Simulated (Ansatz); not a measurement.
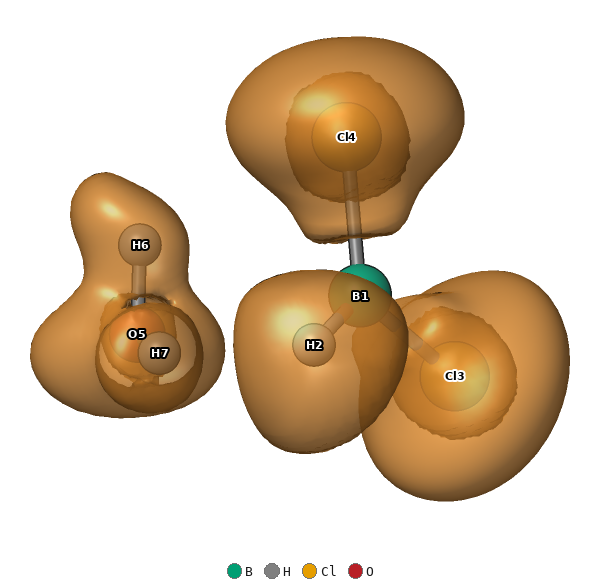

Figure. BCl2H···H2O. Isosurface of the electron localisation function at 0.75 (orange), seen across its widest extent. Only the valence region is drawn (cores and ρ < 0.01 e/Å³ removed).

Not at a stationary point (largest force 0.8 eV/Å).

Method: Ansatz 0.2.0, RKS LDA/def2-SVP.

Input file:

```
crystal:
  periodic: [false, false, false]
  atoms:
    - { symbol: B, position_ang: [0.0, 0.0, 0.0] }
    - { symbol: H, position_ang: [0.0, 0.0, 1.54] }
    - { symbol: Cl, position_ang: [1.6108, 0.0, -0.93] }
    - { symbol: Cl, position_ang: [-1.6108, 0.0, -0.93] }
    - { symbol: O, position_ang: [0.0715, -1.6212, 0.5392] }
    - { symbol: H, position_ang: [-0.475, -2.2058, -0.077] }
    - { symbol: H, position_ang: [0.0379, -0.8605, 1.537] }
basis:
  gaussian: { orbitals: def2-SVP }
hamiltonian:
  xc: lda
relax:
  f_tol: 0.15
  max_steps: 25
  restrain:
    - { distance: [0, 4], at: 2.61, k: 30.0 }
    - { distance: [6, 1], at: 1.86, k: 30.0 }
    - { distance: [0, 1], at: 1.19, k: 30.0 }
    - { distance: [6, 4], at: 1.01, k: 30.0 }
output:
  orbitals: {}
```

Launched as:

```sh
ansatz run input.yaml --threads 1 --pin off --max-ram 2048MiB --backend cpu --events-out ev --progress --plain --runs-dir out
```

The fields are those of the run's last geometry, not of the input's.

**Identify the bonds, lone pairs and shells in this picture.**

The surface consists of one region around a hydrogen nucleus, two regions on Cl in which the atom's valence shell and bonds are merged and one joined region spread over several atoms (H, O), in which their bonds and any lone pairs are merged.

Values along the shortest contacts:
B1···H7 (2.30 Å): the ELF dips to about 0.10 between them. B–Cl (1.73 Å): the ELF peaks at about 0.90 between the atoms, as expected for a shared but strongly polarised pair.
